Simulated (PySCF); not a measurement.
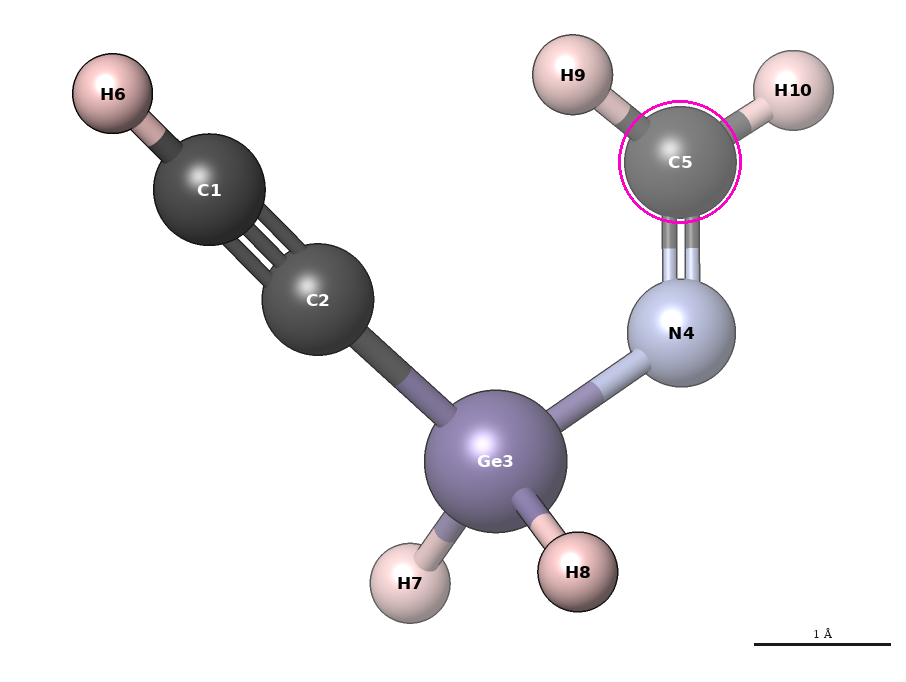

Orthographic view. Distant atoms are faded towards the background colour. Computed geometry: PBE0-D3(BJ)/def2-SVP optimisation. No frequency run is at hand to confirm it as a minimum.

Name the neighbours of the circled atom.

The circled atom is C5; it is bonded to N4, H9, H10.

Of Ge3 and H7, which is nearer the viewer?

Ge3; the bond to H7 points away from the viewer, so it looks shorter than its 1.53 Å.

What is the shortest path along bonds from the circled atom to H7?

C5–N4–Ge3–H7, 3 bonds; through space the two are 3.71 Å apart.

Which two atoms are farthest apart in space?

H6 and H10, 5.78 Å.
